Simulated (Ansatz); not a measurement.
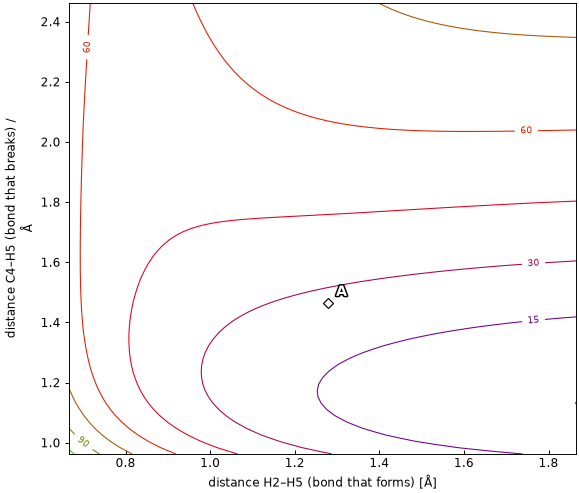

The reacting system CH4AlClO (fragments CH₄AlClO where the first distance is long, CH₂AlClO + H₂ where the second is long). Coordinates scanned: (1) distance H2–H5 (bond that forms); (2) distance C4–H5 (bond that breaks). Relaxed at each point: all other coordinates. Grid: 13 × 13 points. Points are written as (first, second). Energies are in kcal/mol, from the lowest grid point. The reference is spin-restricted, so regions where a bond is pulled apart into radicals lie too high. Level of theory: Ansatz, RKS SPW92 (LDA)/def2-SVP.

Drawn: contour lines labelled in kcal/mol, the point A. Between grid points the surface is interpolated.

**Is A at rest? If not, where is it pushed?**

A, at (1.278 Å, 1.465 Å), is not a stationary point. The computed force is 21 kcal/mol for each Å towards larger values of the first coordinate and 63 kcal/mol for each Å towards smaller values of the second coordinate.
